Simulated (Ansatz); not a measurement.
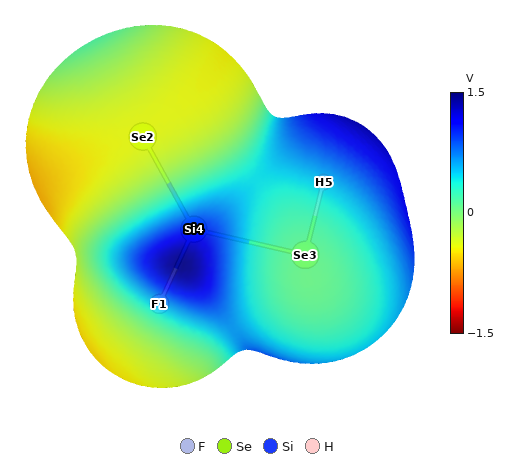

The picture shows: FHSe2Si (SMILES F[Si](=[Se])[SeH]). The electrostatic potential painted on the density surface at 0.001 e/bohr³, seen across its widest extent; the colour scale runs from red (negative) to blue (positive).

Geometry: B3LYP-D3(BJ)/def2-SVP.

These are results of isolated molecule in a Gaussian basis; Kohn-Sham density functional theory, functional PBE0 in Ansatz 0.2.0, not measurements.

```xyz
5

F    -2.1183    2.1768   -0.4742
Se   -0.1410    4.3366   -2.0052
Se    0.4476    2.0253    1.1388
Si   -0.6846    2.9237   -0.5861
H     1.6403    2.8333    0.8183
```

### Where is the surface potential most negative and most positive?

The most negative region (about −0.7 V, or −16 kcal/mol for a unit charge) lies over Se2, the most positive (about +1.4 V, or +32 kcal/mol for a unit charge) over Si4.

### How polar is the molecule by this calculation?

Its dipole moment is 2.41 D.
